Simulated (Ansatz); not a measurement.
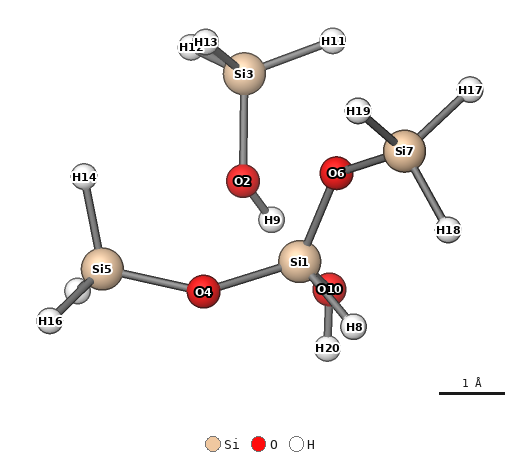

The input geometry (ball-and-stick view, seen at a tilt; atoms are numbered from 1 in the order of the input). Bond lengths as drawn: H–O 0.94 to 0.96 Å, H–Si 1.47 to 1.49 Å and O–Si 1.64 to 1.73 Å.

Run report: Si4H12O4, geometry relaxation (part 1 of 3)

System: Si4H12O4.
Method: RKS PBE0-D4/def2-TZVP (Ansatz 0.2.0).

The geometry is a transition state displaced along its imaginary mode. The reaction was set up to form Si1–O10 and O2–H9 and to break Si1–O2 and H9–O10 (atoms counted from 1 in the order of the input); sticks are drawn by distance alone. Figures and captions count atoms from 1; the log counts them from 0 in places.

The program's output:
```
Functional definition: PBE0
  name "PBE0"
  cite "Adamo & Barone, J. Chem. Phys. 110, 6158 (1999) doi:10.1063/1.478522"
  cite "Perdew, Burke & Ernzerhof, Phys. Rev. Lett. 77, 3865 (1996) doi:10.1103/PhysRevLett.77.3865"
  parent pbe
  parameter a = 0.25
  parameter kappa = 0.804
  parameter beta = 0.06672455060314922
  exchange = (1 - a)*pbe_x(kappa = kappa, mu = beta*pi^2/3) + a*exact_x
  correlation = pbe_c(beta = beta)
2204 factors; their error is unknown
mean field evaluation 1: about -39869.2516 eV, gradient 9.4e1 eV
mean field evaluation 2: about -39847.1219 eV, gradient 1.4e2 eV
mean field evaluation 4: about -39882.4344 eV, gradient 7.5e0 eV
mean field evaluation 8: about -39882.5227 eV, gradient 7.7e-2 eV
mean field evaluation 16: about -39882.6737 eV, gradient 1.9e-4 eV
mean field -39882.67369653 eV, -1465.6612249002 hartree, gradient 2.1e-5 eV, S^2 0.000000; 0 other end points of the search recorded, 0 dependent functions left out
the calculation of the forces begins
reference -39882.67374493 eV, -1465.6612266789 hartree; 50, 50 occupied and 294, 294 virtual orbitals, 2204 factors
relax step   1: F+E_penalty+E_count = -39883.22053766 eV  Δ(F+E_penalty+E_count) = +0.000e0 eV  max|allowed force component| = 4.139e0 eV/Å  Δτ_max = 0.0000 Å  (30 SCF iters, accepted)
these checks for a lower state are left out or cut short: starts, cluster_reference, orbital_swaps, neighbouring_geometries, increment
2204 factors; their error is unknown
mean field -39882.93844149 eV, -1465.6709540981 hartree, gradient 1.4e-5 eV, S^2 0.000000; 0 other end points of the search recorded, 0 dependent functions left out
the calculation of the forces begins
reference -39882.93848974 eV, -1465.6709558712 hartree; 50, 50 occupied and 294, 294 virtual orbitals, 2204 factors
relax step   2: F+E_penalty+E_count = -39883.48547160 eV  Δ(F+E_penalty+E_count) = -2.649e-1 eV  max|allowed force component| = 9.681e-1 eV/Å  Δτ_max = 0.1080 Å  (31 SCF iters, accepted)
[... from here on the SCF iterations and repeated set-up lines of each step are left out, up to the last step ...]
relax step   3: F+E_penalty+E_count = -39883.65784635 eV  Δ(F+E_penalty+E_count) = -1.724e-1 eV  max|allowed force component| = 1.348e0 eV/Å  Δτ_max = 0.1425 Å  (29 SCF iters, accepted)
relax step   4: F+E_penalty+E_count = -39883.92318445 eV  Δ(F+E_penalty+E_count) = -2.653e-1 eV  max|allowed force component| = 8.629e-1 eV/Å  Δτ_max = 0.2000 Å  (37 SCF iters, accepted)
relax step   5: F+E_penalty+E_count = -39884.10239450 eV  Δ(F+E_penalty+E_count) = -1.792e-1 eV  max|allowed force component| = 6.454e-1 eV/Å  Δτ_max = 0.1999 Å  (29 SCF iters, accepted)
relax step   6: F+E_penalty+E_count = -39884.17022243 eV  Δ(F+E_penalty+E_count) = -6.783e-2 eV  max|allowed force component| = 7.813e-1 eV/Å  Δτ_max = 0.2000 Å  (29 SCF iters, accepted)
relax step   7: F+E_penalty+E_count = -39884.23798517 eV  Δ(F+E_penalty+E_count) = -6.776e-2 eV  max|allowed force component| = 2.870e-1 eV/Å  Δτ_max = 0.2000 Å  (29 SCF iters, accepted)
relax step   8: F+E_penalty+E_count = -39884.24277806 eV  Δ(F+E_penalty+E_count) = -4.793e-3 eV  max|allowed force component| = 4.495e-1 eV/Å  Δτ_max = 0.1314 Å  (29 SCF iters, accepted)
relax step   9: F+E_penalty+E_count = -39884.25272712 eV  Δ(F+E_penalty+E_count) = -9.949e-3 eV  max|allowed force component| = 6.209e-1 eV/Å  Δτ_max = 0.0554 Å  (31 SCF iters, accepted)
relax step  10: F+E_penalty+E_count = -39884.26817706 eV  Δ(F+E_penalty+E_count) = -1.545e-2 eV  max|allowed force component| = 2.413e-1 eV/Å  Δτ_max = 0.1227 Å  (30 SCF iters, accepted)
relax step  11: F+E_penalty+E_count = -39884.27209845 eV  Δ(F+E_penalty+E_count) = -3.921e-3 eV  max|allowed force component| = 4.519e-1 eV/Å  Δτ_max = 0.0736 Å  (31 SCF iters, accepted)
relax step  12: F+E_penalty+E_count = -39884.27233048 eV  Δ(F+E_penalty+E_count) = -2.320e-4 eV  max|allowed force component| = 5.229e-1 eV/Å  Δτ_max = 0.0130 Å  (31 SCF iters, accepted)
relax step  13: F+E_penalty+E_count = -39884.27243956 eV  Δ(F+E_penalty+E_count) = -1.091e-4 eV  max|allowed force component| = 5.709e-1 eV/Å  Δτ_max = 0.0100 Å  (32 SCF iters, accepted)
relax step  14: F+E_penalty+E_count = -39884.28116211 eV  Δ(F+E_penalty+E_count) = -8.723e-3 eV  max|allowed force component| = 2.455e-1 eV/Å  Δτ_max = 0.0703 Å  (30 SCF iters, accepted)
relax step  15: F+E_penalty+E_count = -39884.23020088 eV  Δ(F+E_penalty+E_count) = +5.096e-2 eV  max|allowed force component| = 1.828e0 eV/Å  Δτ_max = 0.1969 Å  (31 SCF iters, rejected (line search))
relax step  16: F+E_penalty+E_count = -39884.28209004 eV  Δ(F+E_penalty+E_count) = -9.279e-4 eV  max|allowed force component| = 2.342e-1 eV/Å  Δτ_max = 0.0757 Å  (31 SCF iters, accepted)
relax step  17: F+E_penalty+E_count = -39884.29451185 eV  Δ(F+E_penalty+E_count) = -1.242e-2 eV  max|allowed force component| = 5.920e-2 eV/Å  Δτ_max = 0.1000 Å  (31 SCF iters, accepted)
relax step  18: F+E_penalty+E_count = -39884.29574372 eV  Δ(F+E_penalty+E_count) = -1.232e-3 eV  max|allowed force component| = 1.144e-1 eV/Å  Δτ_max = 0.1451 Å  (29 SCF iters, accepted)
relax step  19: F+E_penalty+E_count = -39884.29755808 eV  Δ(F+E_penalty+E_count) = -1.814e-3 eV  max|allowed force component| = 2.849e-1 eV/Å  Δτ_max = 0.0924 Å  (31 SCF iters, accepted)
relax step  20: F+E_penalty+E_count = -39884.29786544 eV  Δ(F+E_penalty+E_count) = -3.074e-4 eV  max|allowed force component| = 1.815e-1 eV/Å  Δτ_max = 0.1085 Å  (31 SCF iters, accepted)
relax step  21: F+E_penalty+E_count = -39884.30008461 eV  Δ(F+E_penalty+E_count) = -2.219e-3 eV  max|allowed force component| = 8.918e-2 eV/Å  Δτ_max = 0.0800 Å  (31 SCF iters, accepted)
relax step  22: F+E_penalty+E_count = -39884.30314897 eV  Δ(F+E_penalty+E_count) = -3.064e-3 eV  max|allowed force component| = 7.428e-2 eV/Å  Δτ_max = 0.1341 Å  (30 SCF iters, accepted)
relax step  23: F+E_penalty+E_count = -39884.30376614 eV  Δ(F+E_penalty+E_count) = -6.172e-4 eV  max|allowed force component| = 7.008e-2 eV/Å  Δτ_max = 0.0527 Å  (31 SCF iters, accepted)
relax step  24: F+E_penalty+E_count = -39884.30374204 eV  Δ(F+E_penalty+E_count) = +2.410e-5 eV  max|allowed force component| = 8.264e-2 eV/Å  Δτ_max = 0.0282 Å  (33 SCF iters, rejected (line search))
relax step  25: F+E_penalty+E_count = -39884.30521787 eV  Δ(F+E_penalty+E_count) = -1.452e-3 eV  max|allowed force component| = 4.219e-2 eV/Å  Δτ_max = 0.0141 Å  (32 SCF iters, accepted)
relax step  26: F+E_penalty+E_count = -39884.30711348 eV  Δ(F+E_penalty+E_count) = -1.896e-3 eV  max|allowed force component| = 1.081e-1 eV/Å  Δτ_max = 0.0735 Å  (31 SCF iters, accepted)
relax step  27: F+E_penalty+E_count = -39884.30837330 eV  Δ(F+E_penalty+E_count) = -1.260e-3 eV  max|allowed force component| = 4.518e-2 eV/Å  Δτ_max = 0.0582 Å  (31 SCF iters, accepted)
relax step  28: F+E_penalty+E_count = -39884.30904223 eV  Δ(F+E_penalty+E_count) = -6.689e-4 eV  max|allowed force component| = 7.204e-2 eV/Å  Δτ_max = 0.0521 Å  (30 SCF iters, accepted)
relax step  29: F+E_penalty+E_count = -39884.30970971 eV  Δ(F+E_penalty+E_count) = -6.675e-4 eV  max|allowed force component| = 8.534e-2 eV/Å  Δτ_max = 0.0355 Å  (31 SCF iters, accepted)
relax step  30: F+E_penalty+E_count = -39884.31013856 eV  Δ(F+E_penalty+E_count) = -4.289e-4 eV  max|allowed force component| = 6.800e-2 eV/Å  Δτ_max = 0.0268 Å  (32 SCF iters, accepted)
relax step  31: F+E_penalty+E_count = -39884.30859274 eV  Δ(F+E_penalty+E_count) = +1.546e-3 eV  max|allowed force component| = 2.049e-1 eV/Å  Δτ_max = 0.1364 Å  (30 SCF iters, rejected (line search))
relax step  32: F+E_penalty+E_count = -39884.31137319 eV  Δ(F+E_penalty+E_count) = -1.235e-3 eV  max|allowed force component| = 8.087e-2 eV/Å  Δτ_max = 0.0609 Å  (31 SCF iters, accepted)
relax step  33: F+E_penalty+E_count = -39884.31194528 eV  Δ(F+E_penalty+E_count) = -5.721e-4 eV  max|allowed force component| = 1.442e-1 eV/Å  Δτ_max = 0.0979 Å  (31 SCF iters, accepted)
relax step  34: F+E_penalty+E_count = -39884.31288570 eV  Δ(F+E_penalty+E_count) = -9.404e-4 eV  max|allowed force component| = 9.645e-2 eV/Å  Δτ_max = 0.0247 Å  (31 SCF iters, accepted)
relax step  35: F+E_penalty+E_count = -39884.31380068 eV  Δ(F+E_penalty+E_count) = -9.150e-4 eV  max|allowed force component| = 8.173e-2 eV/Å  Δτ_max = 0.0759 Å  (31 SCF iters, accepted)
relax step  36: F+E_penalty+E_count = -39884.31532874 eV  Δ(F+E_penalty+E_count) = -1.528e-3 eV  max|allowed force component| = 9.133e-2 eV/Å  Δτ_max = 0.1007 Å  (31 SCF iters, accepted)
relax step  37: F+E_penalty+E_count = -39884.31630782 eV  Δ(F+E_penalty+E_count) = -9.791e-4 eV  max|allowed force component| = 6.646e-2 eV/Å  Δτ_max = 0.0738 Å  (31 SCF iters, accepted)
relax step  38: F+E_penalty+E_count = -39884.31690200 eV  Δ(F+E_penalty+E_count) = -5.942e-4 eV  max|allowed force component| = 5.400e-2 eV/Å  Δτ_max = 0.0127 Å  (33 SCF iters, accepted)
relax step  39: F+E_penalty+E_count = -39884.31766238 eV  Δ(F+E_penalty+E_count) = -7.604e-4 eV  max|allowed force component| = 2.099e-2 eV/Å  Δτ_max = 0.0363 Å  (31 SCF iters, accepted)
relax step  40: F+E_penalty+E_count = -39884.31784920 eV  Δ(F+E_penalty+E_count) = -1.868e-4 eV  max|allowed force component| = 4.311e-2 eV/Å  Δτ_max = 0.0341 Å  (31 SCF iters, accepted)
relax step  41: F+E_penalty+E_count = -39884.31797995 eV  Δ(F+E_penalty+E_count) = -1.307e-4 eV  max|allowed force component| = 2.571e-2 eV/Å  Δτ_max = 0.0160 Å  (33 SCF iters, accepted)
relax step  42: F+E_penalty+E_count = -39884.31805681 eV  Δ(F+E_penalty+E_count) = -7.687e-5 eV  max|allowed force component| = 1.600e-2 eV/Å  Δτ_max = 0.0158 Å  (31 SCF iters, accepted)
relax step  43: F+E_penalty+E_count = -39884.31813374 eV  Δ(F+E_penalty+E_count) = -7.693e-5 eV  max|allowed force component| = 1.488e-2 eV/Å  Δτ_max = 0.0086 Å  (33 SCF iters, accepted)
relax step  44: F+E_penalty+E_count = -39884.31820623 eV  Δ(F+E_penalty+E_count) = -7.249e-5 eV  max|allowed force component| = 1.556e-2 eV/Å  Δτ_max = 0.0107 Å  (33 SCF iters, accepted)
relax step  45: F+E_penalty+E_count = -39884.31824368 eV  Δ(F+E_penalty+E_count) = -3.745e-5 eV  max|allowed force component| = 9.512e-3 eV/Å  Δτ_max = 0.0081 Å  (33 SCF iters, accepted)
relax step  46: F+E_penalty+E_count = -39884.31826023 eV  Δ(F+E_penalty+E_count) = -1.655e-5 eV  max|allowed force component| = 5.937e-3 eV/Å  Δτ_max = 0.0035 Å  (25 SCF iters, accepted)
relax step  47: F+E_penalty+E_count = -39884.31827149 eV  Δ(F+E_penalty+E_count) = -1.126e-5 eV  max|allowed force component| = 6.679e-3 eV/Å  Δτ_max = 0.0031 Å  (25 SCF iters, accepted)
relax step  48: F+E_penalty+E_count = -39884.31828018 eV  Δ(F+E_penalty+E_count) = -8.688e-6 eV  max|allowed force component| = 5.557e-3 eV/Å  Δτ_max = 0.0041 Å  (24 SCF iters, accepted)
relax step  49: F+E_penalty+E_count = -39884.31829193 eV  Δ(F+E_penalty+E_count) = -1.176e-5 eV  max|allowed force component| = 5.602e-3 eV/Å  Δτ_max = 0.0087 Å  (24 SCF iters, accepted)
relax step  50: F+E_penalty+E_count = -39884.31830350 eV  Δ(F+E_penalty+E_count) = -1.156e-5 eV  max|allowed force component| = 6.633e-3 eV/Å  Δτ_max = 0.0143 Å  (33 SCF iters, accepted)
relax step  51: F+E_penalty+E_count = -39884.31831541 eV  Δ(F+E_penalty+E_count) = -1.192e-5 eV  max|allowed force component| = 6.335e-3 eV/Å  Δτ_max = 0.0190 Å  (33 SCF iters, accepted)
relax step  52: F+E_penalty+E_count = -39884.31832989 eV  Δ(F+E_penalty+E_count) = -1.448e-5 eV  max|allowed force component| = 6.576e-3 eV/Å  Δτ_max = 0.0176 Å  (33 SCF iters, accepted)
relax step  53: F+E_penalty+E_count = -39884.31834976 eV  Δ(F+E_penalty+E_count) = -1.987e-5 eV  max|allowed force component| = 9.485e-3 eV/Å  Δτ_max = 0.0244 Å  (31 SCF iters, accepted)
relax step  54: F+E_penalty+E_count = -39884.31836775 eV  Δ(F+E_penalty+E_count) = -1.799e-5 eV  max|allowed force component| = 1.357e-2 eV/Å  Δτ_max = 0.0288 Å  (32 SCF iters, accepted)
relax step  55: F+E_penalty+E_count = -39884.31838799 eV  Δ(F+E_penalty+E_count) = -2.024e-5 eV  max|allowed force component| = 1.245e-2 eV/Å  Δτ_max = 0.0165 Å  (33 SCF iters, accepted)
relax step  56: F+E_penalty+E_count = -39884.31841883 eV  Δ(F+E_penalty+E_count) = -3.083e-5 eV  max|allowed force component| = 1.036e-2 eV/Å  Δτ_max = 0.0243 Å  (31 SCF iters, accepted)
relax step  57: F+E_penalty+E_count = -39884.31844418 eV  Δ(F+E_penalty+E_count) = -2.536e-5 eV  max|allowed force component| = 1.138e-2 eV/Å  Δτ_max = 0.0411 Å  (31 SCF iters, accepted)
relax step  58: F+E_penalty+E_count = -39884.31846015 eV  Δ(F+E_penalty+E_count) = -1.597e-5 eV  max|allowed force component| = 1.357e-2 eV/Å  Δτ_max = 0.0245 Å  (32 SCF iters, accepted)
relax step  59: F+E_penalty+E_count = -39884.31847835 eV  Δ(F+E_penalty+E_count) = -1.819e-5 eV  max|allowed force component| = 1.088e-2 eV/Å  Δτ_max = 0.0085 Å  (23 SCF iters, accepted)
relax step  60: F+E_penalty+E_count = -39884.31851800 eV  Δ(F+E_penalty+E_count) = -3.965e-5 eV  max|allowed force component| = 7.247e-3 eV/Å  Δτ_max = 0.0364 Å  (32 SCF iters, accepted)
relax step  61: F+E_penalty+E_count = -39884.31854289 eV  Δ(F+E_penalty+E_count) = -2.489e-5 eV  max|allowed force component| = 1.051e-2 eV/Å  Δτ_max = 0.0454 Å  (32 SCF iters, accepted)
relax step  62: F+E_penalty+E_count = -39884.31855768 eV  Δ(F+E_penalty+E_count) = -1.479e-5 eV  max|allowed force component| = 1.004e-2 eV/Å  Δτ_max = 0.0138 Å  (33 SCF iters, accepted)
relax step  63: F+E_penalty+E_count = -39884.31857796 eV  Δ(F+E_penalty+E_count) = -2.028e-5 eV  max|allowed force component| = 9.858e-3 eV/Å  Δτ_max = 0.0168 Å  (31 SCF iters, accepted)
relax step  64: F+E_penalty+E_count = -39884.31859948 eV  Δ(F+E_penalty+E_count) = -2.152e-5 eV  max|allowed force component| = 9.024e-3 eV/Å  Δτ_max = 0.0312 Å  (32 SCF iters, accepted)
relax step  65: F+E_penalty+E_count = -39884.31861305 eV  Δ(F+E_penalty+E_count) = -1.357e-5 eV  max|allowed force component| = 1.204e-2 eV/Å  Δτ_max = 0.0336 Å  (32 SCF iters, accepted)
relax step  66: F+E_penalty+E_count = -39884.31862520 eV  Δ(F+E_penalty+E_count) = -1.214e-5 eV  max|allowed force component| = 1.041e-2 eV/Å  Δτ_max = 0.0065 Å  (25 SCF iters, accepted)
relax step  67: F+E_penalty+E_count = -39884.31864172 eV  Δ(F+E_penalty+E_count) = -1.652e-5 eV  max|allowed force component| = 5.345e-3 eV/Å  Δτ_max = 0.0106 Å  (24 SCF iters, accepted)
relax step  68: F+E_penalty+E_count = -39884.31865714 eV  Δ(F+E_penalty+E_count) = -1.542e-5 eV  max|allowed force component| = 2.755e-3 eV/Å  Δτ_max = 0.0205 Å  (31 SCF iters, accepted)
relax step  69: F+E_penalty+E_count = -39884.31866994 eV  Δ(F+E_penalty+E_count) = -1.280e-5 eV  max|allowed force component| = 4.435e-3 eV/Å  Δτ_max = 0.0407 Å  (31 SCF iters, accepted)
relax step  70: F+E_penalty+E_count = -39884.31867386 eV  Δ(F+E_penalty+E_count) = -3.920e-6 eV  max|allowed force component| = 4.105e-3 eV/Å  Δτ_max = 0.0123 Å  (25 SCF iters, accepted)
these checks for a lower state are left out or cut short: starts, cluster_reference, orbital_swaps, neighbouring_geometries, increment
2204 factors; their error is unknown
mean field -39883.79324126 eV, -1465.7023674103 hartree, gradient 1.3e-5 eV, S^2 0.000000; 0 other end points of the search recorded, 0 dependent functions left out
the calculation of the forces begins
reference -39883.79329009 eV, -1465.7023692047 hartree; 50, 50 occupied and 294, 294 virtual orbitals, 2204 factors
relax step  71: F+E_penalty+E_count = -39884.31867894 eV  Δ(F+E_penalty+E_count) = -5.083e-6 eV  max|allowed force component| = 2.552e-3 eV/Å  Δτ_max = 0.0091 Å  (25 SCF iters, accepted)
2204 factors; their error is unknown
mean field evaluation 512: about -39883.7932 eV, gradient 2.9e-1 eV
```

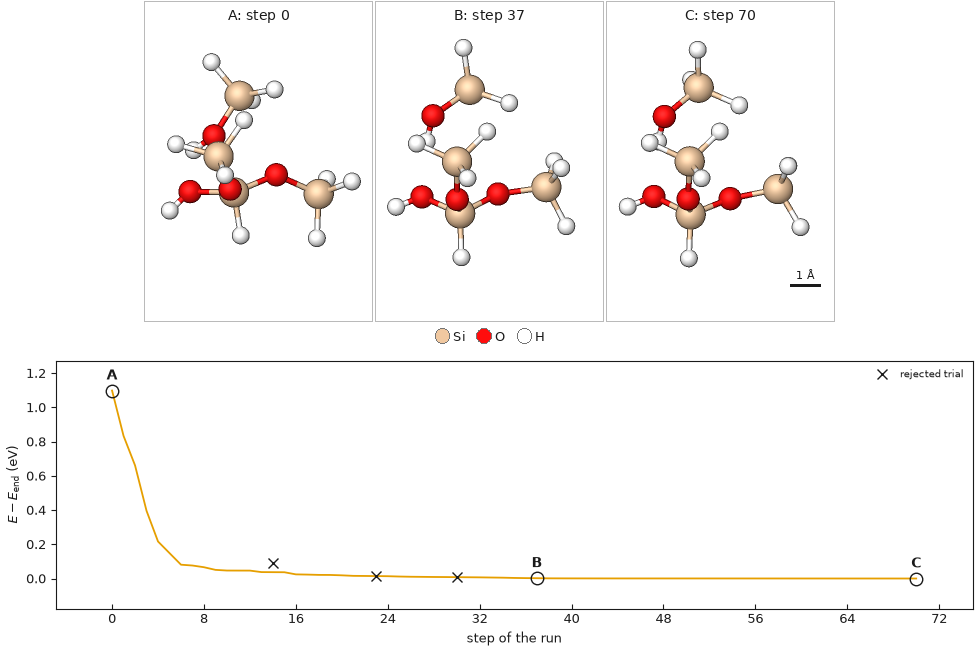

Frames of the relaxation (ball-and-stick view, seen at a tilt) above the curves, on which the letters mark them (the first geometry is step 0 here and step 1 in the log).

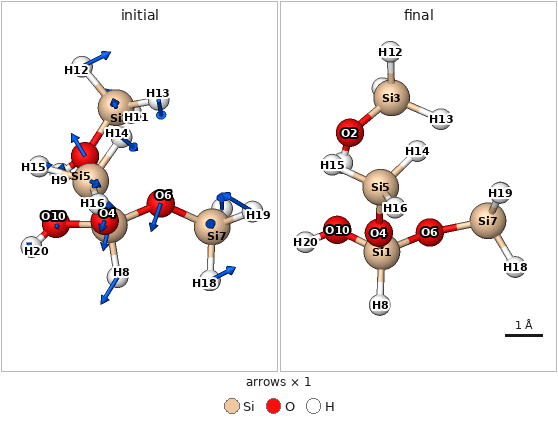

Before (left) and after (right) the relaxation, at one scale (ball-and-stick view, seen at a tilt). The blue arrows give the displacements, at true length. Over 70 geometry steps the energy falls by 1.098 eV. The largest force component goes from 4.1 to 0.0026 eV/Å. The line search rejected the trial steps at points 14, 23, 30 (counted from 0) and went back. H19 moves most after the best rigid fit: 1.28 Å. By element the largest moves are H 1.28 Å, O 0.86 Å, Si 0.76 Å. Among the contacts that change: Si1–O10 1.732 → 1.650 Å, Si1–O6 1.662 → 1.612 Å, Si1–O4 1.647 → 1.614 Å, O2–Si3 1.673 → 1.641 Å. Among the angles that change: O6–Si1–O10 121.7° → 103.9°, H8–Si1–O10 95.1° → 110.2°, Si1–O6–Si7 136.0° → 149.5°. (Atoms are counted from 1 in the order of the input.)

```
mean field -39883.79324126 eV, -1465.7023674103 hartree, gradient 1.7e-5 eV, S^2 0.000000; 1 other end points of the search recorded, 0 dependent functions left out
the calculation of the forces begins
reference -39883.79329009 eV, -1465.7023692047 hartree; 50, 50 occupied and 294, 294 virtual orbitals, 2204 factors
Total energy: -39884.31872777 eV, -1465.7216786833 hartree
Atom 0 at    -1.608175     0.458101     0.885541 Å, force    -0.002005    -0.000976    -0.001082 eV/Å
Atom 1 at     0.186918     0.549755    -2.017720 Å, force    -0.000395     0.000499     0.000091 eV/Å
Atom 2 at     1.064930    -0.805362    -2.311267 Å, force     0.000231    -0.000762     0.000069 eV/Å
Atom 3 at    -0.472055     1.580521     1.116509 Å, force     0.002387    -0.000731    -0.002359 eV/Å
Atom 4 at     1.001077     2.193806     0.711313 Å, force    -0.001350     0.000707     0.001048 eV/Å
Atom 5 at    -1.000155    -1.032660     0.958885 Å, force    -0.000636     0.000832     0.002552 eV/Å
Atom 6 at     0.004670    -2.114949     1.670379 Å, force     0.000563    -0.000008    -0.000857 eV/Å
Atom 7 at    -2.663832     0.668360     1.891911 Å, force     0.000049    -0.000145     0.000024 eV/Å
Atom 8 at    -0.736603     0.456294    -1.739683 Å, force     0.000727    -0.000297    -0.000322 eV/Å
Atom 9 at    -2.244611     0.552264    -0.634161 Å, force     0.000674     0.000391     0.000213 eV/Å
Atom 10 at     0.369878    -1.723572    -3.255069 Å, force    -0.000165    -0.000015     0.000164 eV/Å
Atom 11 at     2.348882    -0.356480    -2.900838 Å, force     0.000172     0.000417    -0.000187 eV/Å
Atom 12 at     1.351926    -1.568606    -1.063931 Å, force    -0.000349     0.000188     0.000086 eV/Å
Atom 13 at     1.958525     1.101855     0.411068 Å, force     0.000081    -0.000098     0.000027 eV/Å
Atom 14 at     0.870024     3.111552    -0.443522 Å, force    -0.000003     0.000066     0.000037 eV/Å
Atom 15 at     1.484773     2.953053     1.892265 Å, force     0.000008     0.000074    -0.000099 eV/Å
Atom 16 at     0.079526    -3.317617     0.809356 Å, force    -0.000124    -0.000073     0.000048 eV/Å
Atom 17 at    -0.541534    -2.485715     3.001461 Å, force    -0.000151    -0.000222    -0.000216 eV/Å
```
